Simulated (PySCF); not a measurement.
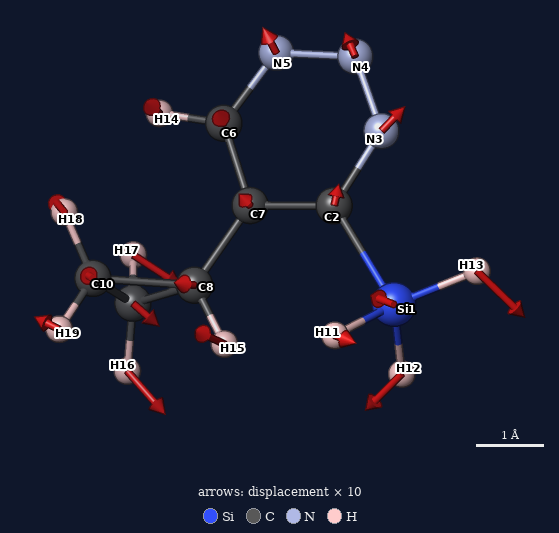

A relaxation of C6H9N3Si. The starting structure is drawn; red arrows show the displacements, magnified 10 times. The two geometries are superimposed by the best rigid fit.

A ball-and-stick model, seen at a tilt.

The start comes from GFN2-xTB. Its atoms were then displaced at random by about 0.01 Å.

Theory: PySCF, PBE0-D3(BJ)/def2-SVP geometry optimisation, gas phase. 

### What did the optimiser do to the structure, and how much energy did it gain?

The atom that moves furthest after the best rigid fit is an H atom (0.11 Å). Largest moves by element: H 0.11 Å, Si 0.06 Å, C 0.05 Å, N 0.05 Å. Some distances before and after: H–Si 1.409 → 1.486 Å, H–Si 1.455 → 1.496 Å, C–Si 1.927 → 1.901 Å, N–N 1.282 → 1.307 Å. Bond angles that change, for instance: H–Si–H 114.5° → 110.6°, C–Si–H 106.5° → 109.7°, C–N–N 124.8° → 121.6°. Over 5 geometry steps the energy falls by 18.8 kJ/mol.
